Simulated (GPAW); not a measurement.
Band structure of Cs (Im-3m, 1 atom in the cell).

```
CELL_PARAMETERS angstrom
     -3.05549     3.05549     3.05549
      3.05549    -3.05549     3.05549
      3.05549     3.05549    -3.05549
ATOMIC_POSITIONS crystal
  Cs 0.00000 0.00000 0.00000
```

Computed with PBE, GPAW PAW datasets PBE (gpaw-data 1.0.1) (plane waves; GPAW 25.7.0).

Settings: mode = pw; ecut = 550 eV; xc = PBE; kpts = 5 5 5; mesh shift (steps) = 0 0 0; occupations.name = fermi-dirac; occupations.width = 0.136 eV; nbands = -5; convergence.forces = 0.001 eV/Å; symmetry.symmorphic = false; symmetry.tolerance = 0.0005; maxiter = 120; bandpath_npoints = 40.

The starting cell has typed, rounded lattice constants, without a prior relaxation at this level. Its lattice was rescaled by a random factor within 2.5 % of one.

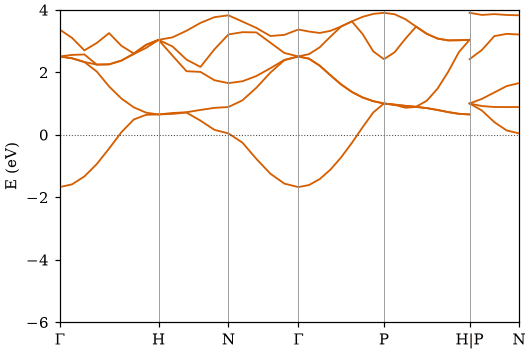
*Bands along the path, energies from the Fermi level.*

Levels in eV from the Fermi level, bands 1 to 8:
| point | 1 | 2 | 3 | 4 | 5 | 6 | 7 | 8 |
|---|---|---|---|---|---|---|---|---|
| Γ | -23.83 | -10.60 | -10.60 | -10.60 | -1.68 | 2.50 | 2.50 | 2.50 |
| H | -23.81 | -10.70 | -10.70 | -10.70 | 0.65 | 0.65 | 3.04 | 3.04 |
| N | -23.82 | -10.74 | -10.64 | -10.60 | 0.04 | 0.89 | 1.65 | 3.21 |
| P | -23.82 | -10.67 | -10.67 | -10.67 | 1.00 | 1.00 | 1.00 | 2.42 |

Bands cross the Fermi level along this path, so the cell is metallic at this level.
